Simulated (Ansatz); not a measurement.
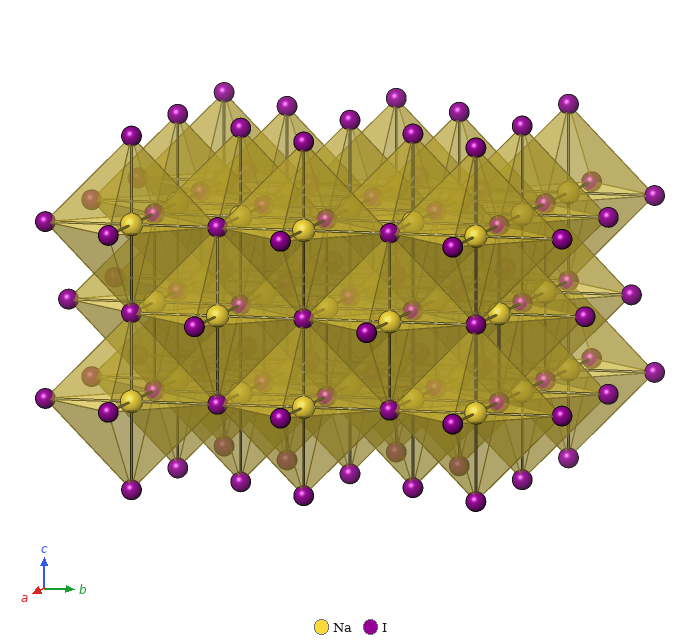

Polyhedra are drawn about Na (bonds: I–Na below 3.6 Å); other atoms are plain spheres.

NaI (space group Fm-3m, No. 225): the input geometry of an electronic-structure calculation (not necessarily at equilibrium); the starting structure was generated, so it need not be a known form of this composition.

Sharing among the drawn polyhedra:

```csv
site,polyhedron,corner-sharing neighbours,edge-sharing,face-sharing,bond (Å)
Na,NaI6 octahedron,6,12,0,3.23
```

They form a three-dimensional framework of corner- and edge-sharing octahedra.
